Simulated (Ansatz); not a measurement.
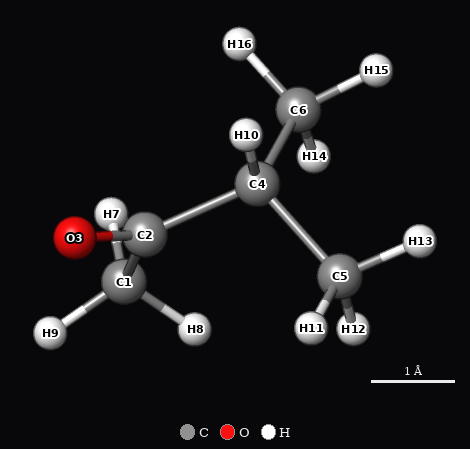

*The input geometry (ball-and-stick view, seen at a tilt; atoms are numbered from 1 in the order of the input).*

**Geometry relaxation, with input and output: C₅H₁₀O (part 1 of 2)**

- system: C₅H₁₀O
- method: HF/3-21G, RHF (Ansatz 0.2.0)

The geometry comes from this level: PBE0-D4/def2-TZVP. Figures and captions count atoms from 1; the log counts them from 0 in places.

### Input
```yaml
basis:
  gaussian:
    orbitals: 3-21G.json
crystal:
  periodic: [false, false, false]
  atoms:
    - {symbol: C, position_ang: [-0.640620, -1.190450, 1.323980]}
    - {symbol: C, position_ang: [0.627870, -0.466520, 0.954210]}
    - {symbol: O, position_ang: [1.658330, -0.667760, 1.549280]}
    - {symbol: C, position_ang: [0.578200, 0.512790, -0.205710]}
    - {symbol: C, position_ang: [0.660230, -0.264640, -1.518780]}
    - {symbol: C, position_ang: [-0.643320, 1.420990, -0.173280]}
    - {symbol: H, position_ang: [-1.307600, -0.503460, 1.853310]}
    - {symbol: H, position_ang: [-1.180290, -1.539990, 0.440930]}
    - {symbol: H, position_ang: [-0.405240, -2.027840, 1.978070]}
    - {symbol: H, position_ang: [1.485130, 1.115840, -0.105940]}
    - {symbol: H, position_ang: [1.549310, -0.897410, -1.549440]}
    - {symbol: H, position_ang: [-0.218190, -0.899850, -1.662840]}
    - {symbol: H, position_ang: [0.706950, 0.428270, -2.362200]}
    - {symbol: H, position_ang: [-1.569320, 0.856310, -0.309180]}
    - {symbol: H, position_ang: [-0.586190, 2.154050, -0.981280]}
    - {symbol: H, position_ang: [-0.715250, 1.969690, 0.768850]}
magnetization:
  spin_polarized: false
  initial_magnetization: 0
hamiltonian:
  xc: hf
relax:
  f_tol: 0.002
output: {orbitals: {seedname: orbitals}}
```

Run as:
```bash
ansatz run input.yaml --threads 1 --pin off --max-ram 3480MiB --events-out events.jsonl --progress --plain --runs-dir runs
```

### What the program printed
```
The last accepted step is kept in runs//last_step.txt (removed where the run ends without a failure and the disk answers)
Functional definition: HF
  name "HF"
  exchange = exact_x
  correlation = 0
1002 factors; integrals over basis functions are off by at most 5.0e-4 eV
mean field evaluation 1: about -7302.9323 eV, gradient 3.9e1 eV
mean field evaluation 2: about -7303.2810 eV, gradient 3.9e1 eV
mean field evaluation 4: about -7306.8514 eV, gradient 4.2e0 eV
mean field evaluation 8: about -7306.9294 eV, gradient 5.3e-1 eV
mean field -7306.93171564 eV, -268.5247877336 hartree, gradient 3.5e-5 eV, S^2 0.000000; 0 other end points of the search recorded, 0 dependent functions left out
the calculation of the forces begins
reference -7306.93171564 eV, -268.5247877336 hartree; 24, 24 occupied and 50, 50 virtual orbitals, 1002 factors
relax step   1: F+E_penalty+E_count = -7306.93171564 eV  Δ(F+E_penalty+E_count) = +0.000e0 eV  max|allowed force component| = 7.385e-1 eV/Å  Δτ_max = 0.0000 Å  (38 SCF iters, accepted)
these checks for a lower state are left out or cut short: starts, cluster_reference, orbital_swaps, neighbouring_geometries, increment
1002 factors; integrals over basis functions are off by at most 5.1e-4 eV
mean field evaluation 16: about -7306.9551 eV, gradient 7.5e-1 eV
mean field -7306.95651992 eV, -268.5256992742 hartree, gradient 2.7e-5 eV, S^2 0.000000; 0 other end points of the search recorded, 0 dependent functions left out
[... from here on the field's lines of each further geometry are left out, up to the last ...]
relax step   2: F+E_penalty+E_count = -7306.95651992 eV  Δ(F+E_penalty+E_count) = -2.480e-2 eV  max|allowed force component| = 2.773e-1 eV/Å  Δτ_max = 0.0180 Å  (36 SCF iters, accepted)
relax step   3: F+E_penalty+E_count = -7306.95876938 eV  Δ(F+E_penalty+E_count) = -2.249e-3 eV  max|allowed force component| = 2.064e-1 eV/Å  Δτ_max = 0.0167 Å  (36 SCF iters, accepted)
relax step   4: F+E_penalty+E_count = -7306.96013908 eV  Δ(F+E_penalty+E_count) = -1.370e-3 eV  max|allowed force component| = 7.558e-2 eV/Å  Δτ_max = 0.0156 Å  (36 SCF iters, accepted)
relax step   5: F+E_penalty+E_count = -7306.96038755 eV  Δ(F+E_penalty+E_count) = -2.485e-4 eV  max|allowed force component| = 2.510e-2 eV/Å  Δτ_max = 0.0031 Å  (36 SCF iters, accepted)
relax step   6: F+E_penalty+E_count = -7306.96049267 eV  Δ(F+E_penalty+E_count) = -1.051e-4 eV  max|allowed force component| = 1.157e-2 eV/Å  Δτ_max = 0.0089 Å  (36 SCF iters, accepted)
relax step   7: F+E_penalty+E_count = -7306.96071936 eV  Δ(F+E_penalty+E_count) = -2.267e-4 eV  max|allowed force component| = 1.379e-2 eV/Å  Δτ_max = 0.0253 Å  (37 SCF iters, accepted)
relax step   8: F+E_penalty+E_count = -7306.96087227 eV  Δ(F+E_penalty+E_count) = -1.529e-4 eV  max|allowed force component| = 1.740e-2 eV/Å  Δτ_max = 0.0270 Å  (36 SCF iters, accepted)
relax step   9: F+E_penalty+E_count = -7306.96091657 eV  Δ(F+E_penalty+E_count) = -4.430e-5 eV  max|allowed force component| = 7.529e-3 eV/Å  Δτ_max = 0.0085 Å  (36 SCF iters, accepted)
relax step  10: F+E_penalty+E_count = -7306.96092459 eV  Δ(F+E_penalty+E_count) = -8.017e-6 eV  max|allowed force component| = 2.667e-3 eV/Å  Δτ_max = 0.0023 Å  (35 SCF iters, accepted)
relax step  11: F+E_penalty+E_count = -7306.96092416 eV  Δ(F+E_penalty+E_count) = +4.229e-7 eV  max|allowed force component| = 5.653e-3 eV/Å  Δτ_max = 0.0011 Å  (36 SCF iters, rejected (line search))
the calculation of the forces begins
reference -7306.96092520 eV, -268.5258611650 hartree; 24, 24 occupied and 50, 50 virtual orbitals, 1002 factors
relax step  12: F+E_penalty+E_count = -7306.96092520 eV  Δ(F+E_penalty+E_count) = -6.095e-7 eV  max|allowed force component| = 5.201e-4 eV/Å  Δτ_max = 0.0006 Å  (36 SCF iters, accepted)
1002 factors; integrals over basis functions are off by at most 5.1e-4 eV
mean field evaluation 96: about -7306.9609 eV, gradient 1.6e-5 eV
```

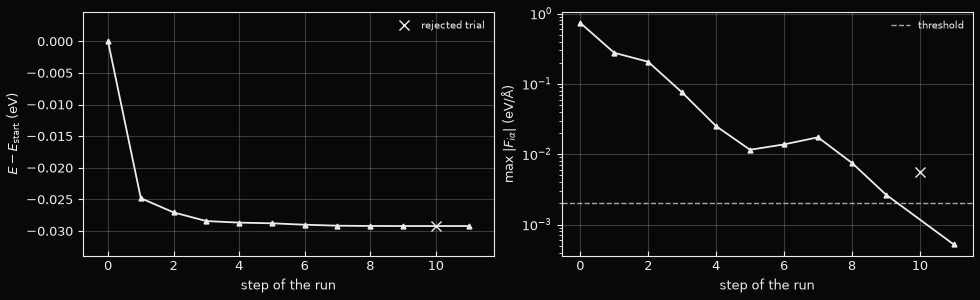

*Progress of the relaxation, step by step (the first geometry is step 0 here and step 1 in the log).*

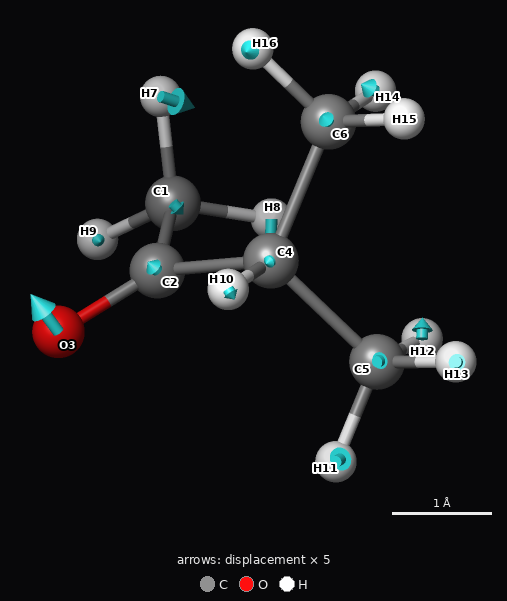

*The starting structure with the displacements as teal arrows, magnified 5 times (ball-and-stick view, seen at a tilt). The two geometries are laid on each other by the best rigid fit.*

Over 11 geometry steps the energy falls by 0.029 eV. Largest force component: 0.74 eV/Å at the start, 0.00052 eV/Å at the end. The line search rejected the trial step at point 10 (counted from 0) and went back. The largest moves after the best rigid fit, 0.10 Å, are those of O3 and H8. Largest moves by element: O 0.10 Å, H 0.10 Å, C 0.03 Å. Among the contacts that change: C4–C5 1.528 → 1.546 Å, C4–C6 1.522 → 1.540 Å, C1–H8 1.092 → 1.082 Å, C1–C2 1.507 → 1.517 Å. (Atoms are counted from 1 in the order of the input.)

```
mean field -7306.96092520 eV, -268.5258611650 hartree, gradient 2.6e-5 eV, S^2 0.000000; 1 other end points of the search recorded, 0 dependent functions left out
the calculation of the forces begins
reference -7306.96092520 eV, -268.5258611650 hartree; 24, 24 occupied and 50, 50 virtual orbitals, 1002 factors
Total energy: -7306.96092520 eV, -268.5258611650 hartree
Atom 0 at    -0.637455    -1.207070     1.296646 Å, force    -0.000061    -0.000100    -0.000187 eV/Å
Atom 1 at     0.633210    -0.443334     0.975589 Å, force    -0.000355     0.000520     0.000401 eV/Å
Atom 2 at     1.645404    -0.601643     1.625214 Å, force     0.000442    -0.000104     0.000029 eV/Å
Atom 3 at     0.593109     0.517858    -0.201539 Å, force    -0.000095     0.000008    -0.000095 eV/Å
Atom 4 at     0.635343    -0.280951    -1.524853 Å, force     0.000022     0.000101    -0.000216 eV/Å
Atom 5 at    -0.635830     1.444486    -0.161369 Å, force     0.000116    -0.000187     0.000186 eV/Å
Atom 6 at    -1.346423    -0.549791     1.789924 Å, force     0.000035    -0.000045     0.000091 eV/Å
Atom 7 at    -1.108371    -1.595893     0.403460 Å, force    -0.000094     0.000035    -0.000001 eV/Å
Atom 8 at    -0.396649    -2.019117     1.967579 Å, force    -0.000005    -0.000096    -0.000093 eV/Å
Atom 9 at     1.496619     1.109139    -0.127151 Å, force     0.000016    -0.000065     0.000007 eV/Å
Atom 10 at     1.502849    -0.929777    -1.555981 Å, force    -0.000021    -0.000063     0.000037 eV/Å
Atom 11 at    -0.256340    -0.885464    -1.644026 Å, force     0.000015     0.000077    -0.000020 eV/Å
Atom 12 at     0.691609     0.402937    -2.364033 Å, force     0.000067    -0.000094    -0.000025 eV/Å
Atom 13 at    -1.554168     0.881605    -0.280768 Å, force    -0.000073     0.000002     0.000040 eV/Å
Atom 14 at    -0.577685     2.162909    -0.970965 Å, force     0.000015    -0.000061    -0.000073 eV/Å
Atom 15 at    -0.685221     1.994128     0.772251 Å, force    -0.000025     0.000072    -0.000080 eV/Å
Dipole moment:    -0.527278     0.110859    -0.381189 e Å
```

### Trajectory as extended XYZ (Å, eV, eV/Å), 12 frames, from step=1 to step=12
```
16
Properties=species:S:1:pos:R:3:forces:R:3 step=1 energy=-7306.93172
C    -0.6406   -1.1905    1.3240   -0.6096  -0.1090  -0.0462
C     0.6279   -0.4665    0.9542   -0.2296   0.1035  -0.1700
O     1.6583   -0.6678    1.5493    0.5652  -0.1072   0.3133
C     0.5782    0.5128   -0.2057    0.6168   0.2369   0.3495
C     0.6602   -0.2646   -1.5188   -0.0380  -0.3909  -0.7385
C    -0.6433    1.4210   -0.1733   -0.6541   0.4188  -0.0058
H    -1.3076   -0.5035    1.8533    0.1737  -0.2207  -0.0740
H    -1.1803   -1.5400    0.4409    0.2045   0.0406   0.2849
H    -0.4052   -2.0278    1.9781   -0.0572   0.2446  -0.1940
H     1.4851    1.1158   -0.1059   -0.3115  -0.1976  -0.0458
H     1.5493   -0.8974   -1.5494   -0.2204   0.1840   0.0295
H    -0.2182   -0.8999   -1.6628    0.2366   0.1830   0.0665
H     0.7069    0.4283   -2.3622    0.0039  -0.1861   0.2179
H    -1.5693    0.8563   -0.3092    0.2758   0.1375   0.0332
H    -0.5862    2.1540   -0.9813    0.0030  -0.1965   0.2173
H    -0.7153    1.9697    0.7689    0.0411  -0.1408  -0.2381
16
Properties=species:S:1:pos:R:3:forces:R:3 step=2 energy=-7306.95652
C    -0.6447   -1.1859    1.3159   -0.2190  -0.0499   0.0515
C     0.6339   -0.4595    0.9640    0.0577  -0.0207  -0.1112
O     1.6669   -0.6663    1.5651    0.0025   0.0135   0.0413
C     0.5861    0.5161   -0.2020    0.2405   0.0997   0.1784
C     0.6565   -0.2697   -1.5231   -0.0083  -0.1949  -0.2773
C    -0.6458    1.4254   -0.1697   -0.2640   0.1803   0.0067
H    -1.3169   -0.5150    1.8469    0.0650  -0.0512  -0.0326
H    -1.1665   -1.5406    0.4331    0.0818   0.0279   0.0636
H    -0.4096   -2.0201    1.9631   -0.0065   0.0337  -0.0260
H     1.4861    1.1162   -0.1100   -0.0908  -0.0442  -0.0359
H     1.5401   -0.8995   -1.5528   -0.0472   0.0424   0.0170
H    -0.2197   -0.8994   -1.6545    0.0636   0.0599   0.0336
H     0.7015    0.4151   -2.3653   -0.0025  -0.0220   0.0829
H    -1.5629    0.8582   -0.3022    0.0887   0.0241   0.0108
H    -0.5903    2.1521   -0.9751    0.0184  -0.0558   0.0489
H    -0.7147    1.9729    0.7664    0.0202  -0.0429  -0.0517
16
Properties=species:S:1:pos:R:3:forces:R:3 step=3 energy=-7306.95877
C    -0.6481   -1.1864    1.3149    0.0215  -0.0689  -0.0430
C     0.6374   -0.4670    0.9572    0.0335   0.2064   0.1825
O     1.6644   -0.6603    1.5751   -0.0582  -0.0501  -0.0734
C     0.5914    0.5172   -0.2023   -0.0042  -0.1053  -0.0056
C     0.6567   -0.2727   -1.5301   -0.0144   0.0257  -0.0355
C    -0.6481    1.4280   -0.1650   -0.0042  -0.0048  -0.0022
H    -1.3203   -0.5094    1.8316    0.0116   0.0240  -0.0050
H    -1.1571   -1.5542    0.4343   -0.0234  -0.0120  -0.0198
H    -0.4169   -2.0102    1.9743    0.0115  -0.0126   0.0073
H     1.4873    1.1171   -0.1148    0.0199   0.0015   0.0019
H     1.5385   -0.9009   -1.5610    0.0153  -0.0061   0.0091
H    -0.2199   -0.8977   -1.6549   -0.0169  -0.0070   0.0056
H     0.6996    0.4155   -2.3658    0.0000   0.0118  -0.0200
H    -1.5589    0.8571   -0.2984   -0.0121  -0.0138  -0.0035
H    -0.5916    2.1543   -0.9670    0.0113   0.0095  -0.0169
H    -0.7144    1.9694    0.7719    0.0088   0.0017   0.0185
16
Properties=species:S:1:pos:R:3:forces:R:3 step=4 energy=-7306.96014
C    -0.6463   -1.1908    1.3116    0.0208   0.0183   0.0116
C     0.6347   -0.4552    0.9672    0.0756  -0.0457  -0.0303
O     1.6630   -0.6555    1.5799   -0.0545   0.0265  -0.0035
C     0.5916    0.5191   -0.2003   -0.0545  -0.0243   0.0098
C     0.6524   -0.2758   -1.5272   -0.0063   0.0194   0.0417
C    -0.6467    1.4334   -0.1663    0.0369  -0.0145  -0.0082
H    -1.3247   -0.5229    1.8316   -0.0214   0.0109   0.0036
H    -1.1486   -1.5543    0.4253   -0.0133  -0.0042  -0.0183
H    -0.4106   -2.0186    1.9645    0.0122  -0.0034   0.0046
H     1.4889    1.1173   -0.1176    0.0248   0.0133   0.0023
H     1.5329   -0.9059   -1.5566    0.0132  -0.0104   0.0021
H    -0.2261   -0.8985   -1.6474   -0.0155  -0.0096  -0.0041
H     0.6956    0.4102   -2.3648    0.0000   0.0145  -0.0128
H    -1.5581    0.8632   -0.2972   -0.0189  -0.0125  -0.0018
H    -0.5876    2.1560   -0.9715   -0.0007   0.0143  -0.0135
H    -0.7104    1.9781    0.7688    0.0014   0.0074   0.0168
```
